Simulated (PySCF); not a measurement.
**C7H9B: runs on many settings**

Which settings matter for C7H9B (`C#CC(=C=C)B(C)C`)?

The runs use PySCF 2.14.0, with density-fitted response routines of our own; the level of theory stands in each step. All values are computed, except where a source is named. Atoms count from 0, in the outputs and in this text.

## 1. Starting geometry

17 atoms, charge 0, multiplicity 1; geometry from: GFN2-xTB.

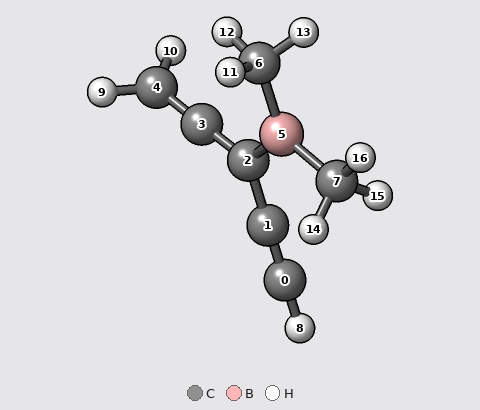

The starting geometry (carbon grey, boron pink, hydrogen white), atoms numbered.

## 2. Excited states and response: OLYP/def2-SVP in methanol

The job: settings as JSON, then the geometry in Å.

```
{"job": {"kind": "uv", "xc": "OLYP", "basis": "def2-SVP", "solvent": "methanol", "nstates": 6, "ntriplets": 2, "tda": true, "scf": {"conv": 1e-11}, "grid": 4}, "charge": 0, "multiplicity": 1}
C      1.093011     2.919187     0.238675
C      0.891927     1.746801     0.079971
C      0.627229     0.360254    -0.098827
C      1.627159    -0.413659    -0.467480
C      2.583066    -1.200194    -0.832149
B     -0.809793    -0.196622     0.142520
C     -1.109008    -1.735614    -0.022306
C     -1.942399     0.808286     0.582532
H      1.272982     3.943562     0.374199
H      3.214713    -1.700709    -0.114932
H      2.801449    -1.388459    -1.871897
H     -1.306190    -2.174805     0.956412
H     -0.298606    -2.303623    -0.473702
H     -2.009899    -1.907355    -0.609401
H     -1.704809     1.244519     1.553502
H     -2.008119     1.652131    -0.103985
H     -2.929711     0.358333     0.656960
```

Level: TDA OLYP/def2-SVP, vertical, IEF-PCM methanol (non-equilibrium linear response), core orbitals frozen in the response.

Run with:

```
$ OMP_NUM_THREADS=1 python probes_run.py task.json out
```

This one command runs all jobs of the session in turn.

Output:

```text
final grid: 369736 points
cycle   1  E = -296.4421966159  dE =  6.973e-01  |g| = 6.650e-01  |ddm| = 4.719e+00
cycle   2  E = -296.3438982944  dE =  9.830e-02  |g| = 8.803e-01  |ddm| = 1.893e+00
cycle   3  E = -296.5562454563  dE = -2.123e-01  |g| = 2.167e-01  |ddm| = 1.183e+00
cycle   4  E = -296.5697593899  dE = -1.351e-02  |g| = 6.047e-02  |ddm| = 2.844e-01
cycle   5  E = -296.5705929499  dE = -8.336e-04  |g| = 2.606e-02  |ddm| = 7.007e-02
cycle   6  E = -296.5707232240  dE = -1.303e-04  |g| = 1.392e-02  |ddm| = 3.225e-02
cycle   7  E = -296.5707746177  dE = -5.139e-05  |g| = 2.352e-03  |ddm| = 1.407e-02
cycle   8  E = -296.5707759445  dE = -1.327e-06  |g| = 6.929e-04  |ddm| = 2.775e-03
cycle   9  E = -296.5707760715  dE = -1.270e-07  |g| = 3.030e-04  |ddm| = 1.077e-03
cycle  10  E = -296.5707760968  dE = -2.533e-08  |g| = 8.036e-05  |ddm| = 3.569e-04
cycle  11  E = -296.5707760985  dE = -1.653e-09  |g| = 1.686e-05  |ddm| = 9.125e-05
cycle  12  E = -296.5707760985  dE = -7.356e-11  |g| = 2.413e-06  |ddm| = 2.330e-05
cycle  13  E = -296.5707760985  dE = -1.137e-13  |g| = 1.813e-06  |ddm| = 4.660e-06
converged SCF energy = -296.5707760985

Static polarisability (au): isotropic 120.816, principal 67.203 116.616 178.627

Singlet excitations
state   eV       nm        f      main configurations
  1   4.3236    286.8   0.00002   H-1->L 0.93
  2   4.4523    278.5   0.00094   H-2->L 0.92
  3   4.5174    274.5   0.16089   H->L 0.83
  4   5.0788    244.1   0.00015   H-3->L 1.00
  5   5.4713    226.6   0.00047   H->L+1 0.99
  6   5.9371    208.8   0.03065   H-1->L+1 0.52, H->L+2 0.30, H-4->L 0.08

Triplet excitations (Tamm-Dancoff, eV): 3.2426 4.0918
```

It took 71 s on 1 thread of Intel Xeon at 2.70GHz, shared host; peak memory 0.75 GiB.

Frontier orbitals and where they lie:

| orbital | eV | atoms |
| --- | --- | --- |
| HOMO−3 | -7.17 | B5 28 %, C7 28 %, C6 26 % |
| HOMO−2 | -6.53 | C4 42 %, C3 26 %, C0 11 % |
| HOMO−1 | -6.41 | C0 37 %, C1 27 %, B5 10 % |
| HOMO | -5.87 | C0 36 %, C3 20 %, C1 18 % |
| LUMO | -2.15 | C3 35 %, B5 30 %, C2 10 % |
| LUMO+1 | -0.46 | C4 36 %, C3 36 %, C1 7 % |
| LUMO+2 | -0.26 | B5 34 %, C0 23 %, C1 17 % |

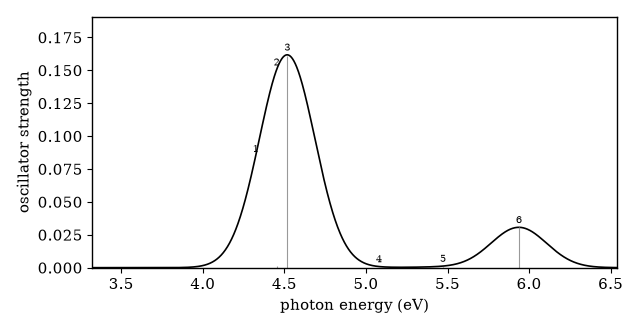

Absorption spectrum from the 6 singlet states computed; above the last one it falls off for lack of states. Lines are broadened to a width of 0.40 eV (Gaussian).

Further results of this job:

| property | computed |
| --- | --- |
| dipole moment (D) | 1.32 |
| polarisability (Å³) | 17.90 |
| HOMO–LUMO gap (eV) | 3.72 |
| −ε(HOMO) (eV) | 5.87 |

## 3. Shielding tensors: wB97X/def2-SVPD

The job, as its differences from that of step 2:

```diff
@@ -1,2 +1,2 @@
-{"job": {"kind": "uv", "xc": "OLYP", "basis": "def2-SVP", "solvent": "methanol", "nstates": 6, "ntriplets": 2, "tda": true, "scf": {"conv": 1e-11}, "grid": 4}, "charge": 0, "multiplicity": 1}
+{"job": {"kind": "nmr", "xc": "wB97X", "basis": "def2-SVPD", "pop": true, "gauge": [0, 0, 50], "scf": {"max_cycle": 85}}, "charge": 0, "multiplicity": 1}
 C      1.093011     2.919187     0.238675
```

With the program's defaults for keys left out, this is: common gauge origin wB97X/def2-SVPD NMR shielding, non-relativistic, gas phase.

Output:

```text
final grid: 138016 points
cycle   1  E = -296.5642638208  dE =  1.301e+00  |g| = 3.700e-01  |ddm| = 1.275e+01
cycle   2  E = -296.5983361825  dE = -3.407e-02  |g| = 2.135e-01  |ddm| = 2.004e+00
cycle   3  E = -296.6090963808  dE = -1.076e-02  |g| = 6.624e-02  |ddm| = 9.102e-01
cycle   4  E = -296.6102065738  dE = -1.110e-03  |g| = 3.498e-02  |ddm| = 3.289e-01
cycle   5  E = -296.6105245235  dE = -3.179e-04  |g| = 7.377e-03  |ddm| = 1.462e-01
cycle   6  E = -296.6105414289  dE = -1.691e-05  |g| = 3.124e-03  |ddm| = 3.959e-02
cycle   7  E = -296.6105457413  dE = -4.312e-06  |g| = 1.180e-03  |ddm| = 1.409e-02
cycle   8  E = -296.6105463770  dE = -6.357e-07  |g| = 2.906e-04  |ddm| = 7.127e-03
cycle   9  E = -296.6105464423  dE = -6.530e-08  |g| = 9.387e-05  |ddm| = 2.406e-03
cycle  10  E = -296.6105464479  dE = -5.588e-09  |g| = 2.967e-05  |ddm| = 6.629e-04
cycle  11  E = -296.6105464485  dE = -6.227e-10  |g| = 1.323e-05  |ddm| = 1.945e-04
converged SCF energy = -296.6105464485

GIAO shielding tensors (ppm)
atom      isotropic    diamagn.    paramagn.     s11        s22        s33       span
  0 C      218.727     577.711    -358.984   -374.892    209.778    821.294   1196.185
  1 C      171.743     446.869    -275.126     92.155    115.185    307.890    215.736
  2 C      231.063     554.277    -323.214    -19.516    219.743    492.963    512.478
  3 C      -60.513     119.373    -179.886   -209.713    -51.284     79.459    289.172
  4 C     -110.949    -438.909     327.960   -709.855   -176.945    553.954   1263.809
  5 B      133.694     509.077    -375.384   -152.852    145.159    408.775    561.627
  6 C      172.466     264.294     -91.828   -147.867    141.429    523.836    671.703
  7 C      330.300     850.621    -520.320    -43.489    385.859    648.531    692.019
  8 H      121.516     337.987    -216.471   -731.800    164.943    931.405   1663.205
  9 H      449.645    1737.441   -1287.796   -425.366    582.727   1191.574   1616.940
 10 H     -873.374   -3395.593    2522.219  -1511.448  -1242.961    134.288   1645.736
 11 H      717.101    2875.697   -2158.596   -138.841   1064.410   1225.733   1364.574
 12 H     -289.133   -1259.495     970.362   -840.356   -489.284    462.242   1302.598
 13 H     -412.596   -1824.381    1411.784  -1018.690   -635.802    416.704   1435.394
 14 H      846.554    3357.436   -2510.882    -18.244   1226.681   1331.226   1349.470
 15 H     -381.488   -1718.693    1337.205   -934.766   -609.228    399.530   1334.297
 16 H      145.526     482.435    -336.909   -586.783    192.813    830.547   1417.330
```

Run time: 64 s. Hardware: 1 thread of Intel Xeon at 2.70GHz, shared host; peak memory 1.1 GiB.

A normal end doesn't make this result sound: a common gauge origin replaces GIAOs, so the shieldings depend on where the origin lies.

## 4. Nuclear shieldings: PBE/pcSseg-0

The job, as its differences from that of step 3:

```diff
@@ -1,2 +1,2 @@
-{"job": {"kind": "nmr", "xc": "wB97X", "basis": "def2-SVPD", "pop": true, "gauge": [0, 0, 50], "scf": {"max_cycle": 85}}, "charge": 0, "multiplicity": 1}
+{"job": {"kind": "nmr", "xc": "PBE", "basis": "pcSseg-0", "pop": true, "scf": {"guess": "atom"}}, "charge": 0, "multiplicity": 1}
 C      1.093011     2.919187     0.238675
```

Method: GIAO PBE/pcSseg-0 NMR shielding, non-relativistic, gas phase.

Output:

```text
final grid: 138016 points
cycle   1  E = -295.3130065094  dE =  1.890e+00  |g| = 1.471e+00  |ddm| = 4.939e+00
cycle   2  E = -294.9848786513  dE =  3.281e-01  |g| = 1.717e+00  |ddm| = 3.661e+00
cycle   3  E = -295.8189097369  dE = -8.340e-01  |g| = 4.306e-01  |ddm| = 2.543e+00
cycle   4  E = -295.8694396723  dE = -5.053e-02  |g| = 1.657e-01  |ddm| = 6.387e-01
cycle   5  E = -295.8741041522  dE = -4.664e-03  |g| = 9.384e-02  |ddm| = 2.167e-01
cycle   6  E = -295.8760478169  dE = -1.944e-03  |g| = 4.327e-02  |ddm| = 1.316e-01
cycle   7  E = -295.8765639799  dE = -5.162e-04  |g| = 5.620e-03  |ddm| = 4.464e-02
cycle   8  E = -295.8765709783  dE = -6.998e-06  |g| = 2.381e-03  |ddm| = 7.799e-03
cycle   9  E = -295.8765724772  dE = -1.499e-06  |g| = 9.387e-04  |ddm| = 3.640e-03
cycle  10  E = -295.8765727387  dE = -2.615e-07  |g| = 2.348e-04  |ddm| = 1.274e-03
cycle  11  E = -295.8765727538  dE = -1.510e-08  |g| = 3.790e-05  |ddm| = 3.033e-04
cycle  12  E = -295.8765727543  dE = -4.811e-10  |g| = 2.216e-05  |ddm| = 1.032e-04
converged SCF energy = -295.8765727543

GIAO shielding tensors (ppm)
atom      isotropic    diamagn.    paramagn.     s11        s22        s33       span
  0 C       98.639     268.828    -170.189     44.770     47.151    203.996    159.226
  1 C      106.873     275.135    -168.262     12.970     18.514    289.136    276.166
  2 C       93.490     260.024    -166.535     25.376     96.029    159.064    133.687
  3 C      -46.924     278.209    -325.133    -73.960    -58.487     -8.325     65.636
  4 C      115.349     257.324    -141.975     28.725    145.791    171.530    142.805
  5 B       20.654     174.447    -153.793    -50.937    -10.835    123.734    174.671
  6 C      174.743     258.779     -84.036    153.057    182.524    188.648     35.592
  7 C      172.962     258.912     -85.950    152.576    182.246    184.063     31.487
  8 H       30.361      30.843      -0.483     26.665     27.293     37.124     10.459
  9 H       28.147      28.592      -0.445     26.183     26.586     31.670      5.487
 10 H       28.106      28.525      -0.418     26.132     26.555     31.632      5.499
 11 H       32.149      31.237       0.912     28.711     30.243     37.492      8.781
 12 H       31.739      33.626      -1.887     27.039     32.022     36.154      9.115
 13 H       31.978      31.305       0.673     28.172     30.785     36.977      8.805
 14 H       31.872      31.880      -0.008     27.668     31.283     36.665      8.997
 15 H       31.664      32.161      -0.498     27.217     31.761     36.013      8.796
 16 H       31.858      31.509       0.349     28.284     31.186     36.104      7.819
```

It took 19 s on 1 thread of Intel Xeon at 2.70GHz, shared host; peak memory 0.49 GiB.

Shifts follow as δ = σ(reference) − σ, with reference shieldings (ppm) from runs at the same level and on the same kind of geometry: ¹H TMS 33.13, ¹³C TMS 191.1. The references are single molecules in the gas phase. Atoms listed in one row are averaged.

| atoms | environment | σ (ppm) | δ (ppm) |
| --- | --- | --- | --- |
| C3 | central carbon of an allene | -46.9 | 238.0 |
| C2 | terminal carbon of a cumulated C=C=C unit | 93.5 | 97.6 |
| C0 | terminal alkyne carbon | 98.6 | 92.4 |
| C1 | alkyne carbon | 106.9 | 84.2 |
| C4 | terminal carbon of a cumulated C=C=C unit | 115.3 | 75.7 |
| C6, C7 | methyl carbon bonded to B | 173.9 | 17.2 |
| H9, H10 | hydrogen on a terminal carbon of a cumulated C=C=C unit | 28.13 | 5.00 |
| H8 | hydrogen on a terminal alkyne carbon | 30.36 | 2.77 |
| H11, H12, H13, H14, H15, H16 | hydrogen on a methyl carbon bonded to B | 31.88 | 1.25 |
| B5 | boron bonded to 3 C | 20.7 | – |

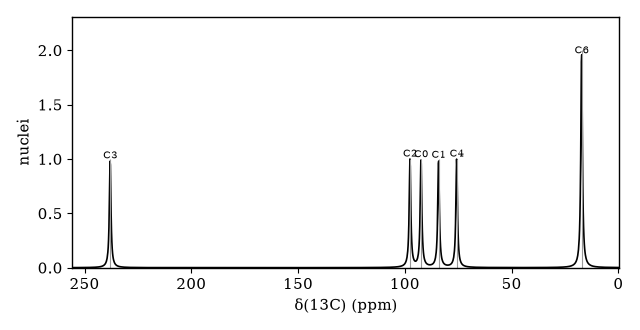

¹³C lines at the computed shifts, without couplings. Lines are broadened to a width of 0.88 ppm (Lorentzian).

Charges from the same density, by scheme (e):

| atoms | Mulliken | IAO | Hirshfeld | ESP fit |
| --- | --- | --- | --- | --- |
| C0 | -0.31 | -0.23 | -0.11 | -0.47 |
| C1 | 0.00 | -0.01 | -0.04 | 0.16 |
| C2 | -0.39 | -0.17 | -0.06 | -0.45 |
| C3 | 0.00 | 0.12 | 0.05 | 0.34 |
| C4 | -0.38 | -0.36 | -0.09 | -0.63 |
| B5 | 0.97 | 0.29 | 0.17 | 0.77 |
| C6, C7 | -0.96 | -0.57 | -0.17 | -0.79 |

Hirshfeld charges:

C0 -0.11; C1 -0.04; C2 -0.06; C3 0.05; C4 -0.09; B5 0.17; C6 -0.17; C7 -0.17; H8 0.09; H9 0.06; H10 0.06; H11 0.04; H12 0.02; H13 0.04; H14 0.04; H15 0.04; H16 0.03

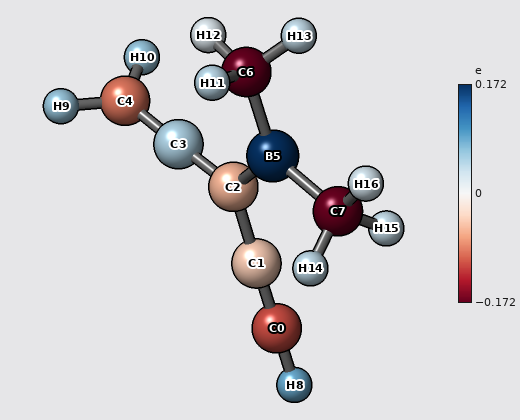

Hirshfeld charges, as colours on the atoms.

Mayer bond orders: C0–C1 2.95, C1–C2 1.05, C2–C3 1.76, C3–C4 2.02, C2–B5 0.82, B5–C6 0.94, B5–C7 0.94.

## 5. NMR shieldings: KT3/ANO-RCC-VDZP

The job, as its differences from that of step 4:

```diff
@@ -1,2 +1,2 @@
-{"job": {"kind": "nmr", "xc": "PBE", "basis": "pcSseg-0", "pop": true, "scf": {"guess": "atom"}}, "charge": 0, "multiplicity": 1}
+{"job": {"kind": "nmr", "xc": "KT3", "basis": "ANO-RCC-VDZP", "pop": false}, "charge": 0, "multiplicity": 1}
 C      1.093011     2.919187     0.238675
```

With the program's defaults for keys left out, this is: GIAO KT3/ANO-RCC-VDZP NMR shielding, non-relativistic, gas phase.

Output:

```text
coarse grid: 14272 points
cycle   1  E = -301.8721532840  dE =  8.068e-01  |g| = 6.992e-01  |ddm| = 5.836e+00
cycle   2  E = -301.7513613454  dE =  1.208e-01  |g| = 9.358e-01  |ddm| = 1.969e+00
cycle   3  E = -301.9921424454  dE = -2.408e-01  |g| = 2.607e-01  |ddm| = 1.456e+00
cycle   4  E = -302.0135966556  dE = -2.145e-02  |g| = 5.250e-02  |ddm| = 3.698e-01
cycle   5  E = -302.0141997923  dE = -6.031e-04  |g| = 2.532e-02  |ddm| = 7.220e-02
cycle   6  E = -302.0143099618  dE = -1.102e-04  |g| = 1.516e-02  |ddm| = 3.624e-02
cycle   7  E = -302.0143703170  dE = -6.036e-05  |g| = 3.243e-03  |ddm| = 1.715e-02
cycle   8  E = -302.0143730067  dE = -2.690e-06  |g| = 8.455e-04  |ddm| = 3.577e-03
final grid: 138016 points
cycle   9  E = -301.9812951378  dE = -1.344e-04  |g| = 5.273e-03  |ddm| = 1.315e-01
cycle  10  E = -301.9812852605  dE =  9.877e-06  |g| = 7.576e-03  |ddm| = 1.455e-02
cycle  11  E = -301.9813017514  dE = -1.649e-05  |g| = 2.566e-03  |ddm| = 1.073e-02
cycle  12  E = -301.9813035130  dE = -1.762e-06  |g| = 6.498e-04  |ddm| = 2.870e-03
cycle  13  E = -301.9813035888  dE = -7.580e-08  |g| = 3.974e-04  |ddm| = 1.039e-03
cycle  14  E = -301.9813036335  dE = -4.468e-08  |g| = 5.451e-05  |ddm| = 4.283e-04
cycle  15  E = -301.9813036342  dE = -7.275e-10  |g| = 1.907e-05  |ddm| = 7.341e-05
converged SCF energy = -301.9813036342

GIAO shielding tensors (ppm)
atom      isotropic    diamagn.    paramagn.     s11        s22        s33       span
  0 C      116.695     264.236    -147.542     70.913     72.109    207.062    136.149
  1 C      119.459     252.758    -133.299     31.358     39.020    287.999    256.640
  2 C      103.833     263.660    -159.827     45.172    106.768    159.560    114.388
  3 C      -28.169     247.514    -275.683    -50.886    -37.524      3.904     54.790
  4 C      127.221     255.653    -128.432     54.074    150.911    176.679    122.605
  5 B       33.714     197.977    -164.263    -27.935      8.047    121.030    148.965
  6 C      179.132     240.668     -61.536    161.742    185.687    189.969     28.227
  7 C      177.006     240.108     -63.103    162.087    183.757    185.172     23.084
  8 H       28.768      36.168      -7.400     24.544     25.182     36.579     12.035
  9 H       26.823      32.548      -5.725     24.742     25.504     30.223      5.482
 10 H       26.780      32.454      -5.674     24.686     25.479     30.175      5.489
 11 H       31.265      30.260       1.005     27.795     29.463     36.537      8.742
 12 H       30.629      31.869      -1.240     25.885     30.499     35.504      9.619
 13 H       31.082      30.230       0.853     27.218     29.901     36.128      8.911
 14 H       30.965      30.507       0.458     26.725     30.378     35.790      9.065
 15 H       30.712      30.656       0.056     26.254     30.674     35.209      8.954
 16 H       30.891      30.133       0.758     27.100     30.212     35.362      8.261
```

It took 2 min on 1 thread of Intel Xeon at 2.70GHz, shared host; peak memory 0.66 GiB.

Key values: δ C3 216.1, C2 84.1, C0 71.3, C1 68.5, H9 5.05, H8 3.08 ppm (means over like atoms).

(Part 1 of 2 ends here.)
